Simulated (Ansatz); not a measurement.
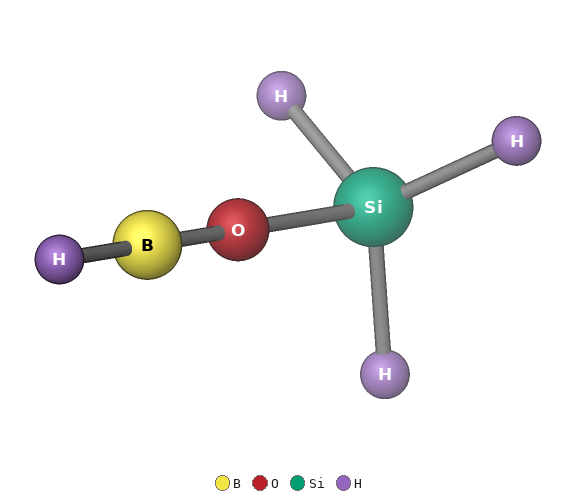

Depth is shown by fading: the farther an atom, the more it takes the colour of the background. The species has charge +1 and is a spin singlet. Computed geometry: PBE-D4/def2-SVP optimisation. No frequency run is at hand to confirm it as a minimum.

**List the symmetry elements and name the point group.**

It has 1 C3 axis and 3 mirror planes, so the point group is C3v. The group has 6 operations. The geometry is achiral, and symmetry allows a dipole moment.
